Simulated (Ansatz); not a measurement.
System: H2F, doublet: collinear F-H-H surface. Scanned: F-H distance and H-H distance.

Cartesian coordinates as functions of the variables (Å; names that start with a are angles):
```
F  0  0  -r1
H  0  0  0
H  0  0  r2
```

Calculation: UHF/cc-pVDZ (Ansatz, a first-principles code).

Energy in kJ/mol above the lowest grid point; x is the F-H distance (Å), y the H-H distance (Å).

| y \ x | 0.78 | 0.85 | 0.92 | 1.01 | 1.10 | 1.19 | 1.26 | 1.40 | 1.48 | 1.68 | 1.92 | 2.35 | 2.67 |
|---|---|---|---|---|---|---|---|---|---|---|---|---|---|
| 2.15 | 66.7 | 9.1 | 0.0 | 29.4 | 83.3 | 148.4 | 201.8 | 286.9 | 314.5 | 349.2 | 363.7 | 370.1 | 371.2 |
| 1.76 | 73.0 | 14.7 | 5.0 | 33.4 | 86.1 | 149.5 | 200.2 | 277.1 | 302.4 | 333.8 | 346.7 | 352.3 | 353.1 |
| 1.51 | 85.1 | 25.2 | 13.8 | 39.9 | 89.9 | 149.4 | 194.9 | 260.0 | 281.0 | 306.4 | 316.2 | 319.9 | 320.4 |
| 1.39 | 95.7 | 34.4 | 21.4 | 45.3 | 92.7 | 148.4 | 189.5 | 245.6 | 263.0 | 283.0 | 289.8 | 291.7 | 291.6 |
| 1.22 | 120.5 | 55.7 | 38.9 | 57.4 | 98.1 | 144.6 | 176.1 | 214.1 | 224.0 | 231.8 | 230.9 | 225.9 | 224.0 |
| 1.12 | 143.2 | 75.2 | 54.9 | 68.2 | 102.5 | 140.4 | 163.9 | 188.1 | 192.3 | 190.6 | 183.5 | 173.0 | 171.1 |
| 1 | 183.0 | 109.4 | 82.8 | 86.9 | 109.9 | 133.5 | 145.3 | 151.2 | 148.4 | 136.4 | 124.6 | 112.6 | 110.7 |
| 0.93 | 215.3 | 137.1 | 105.6 | 102.4 | 116.3 | 129.7 | 134.1 | 129.8 | 123.4 | 107.0 | 93.8 | 81.6 | 79.6 |
| 0.87 | 250.3 | 167.3 | 130.5 | 119.6 | 124.5 | 128.3 | 126.5 | 114.1 | 105.3 | 85.9 | 71.7 | 59.5 | 57.5 |
| 0.82 | 286.1 | 198.3 | 156.4 | 137.9 | 134.3 | 130.1 | 123.4 | 105.0 | 94.3 | 72.8 | 58.0 | 45.9 | 43.8 |
| 0.75 | 349.5 | 253.7 | 203.1 | 172.5 | 156.1 | 140.7 | 127.6 | 101.7 | 88.8 | 65.0 | 49.5 | 37.4 | 35.3 |
| 0.67 | 448.7 | 341.6 | 279.0 | 232.3 | 200.6 | 173.3 | 153.7 | 120.3 | 105.2 | 78.9 | 62.7 | 50.8 | 48.7 |
| 0.63 | 513.3 | 399.5 | 330.2 | 274.7 | 235.4 | 202.4 | 179.8 | 143.0 | 126.8 | 99.4 | 83.0 | 71.2 | 69.1 |

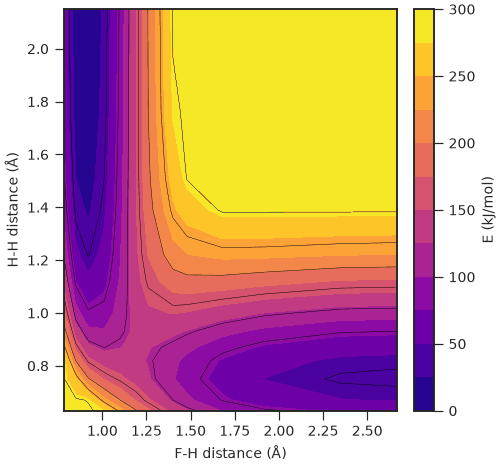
Figure: Energy surface, cut off at 283 kJ/mol.

Points that lie below all their neighbours on the grid: x = 0.92, y = 2.15 on the edge of the grid (0.0 kJ/mol); x = 2.67, y = 0.75 on the edge of the grid (35.3 kJ/mol). The lowest path on the grid from the first to the second passes x = 1.19, y = 0.87 at 128.3 kJ/mol.
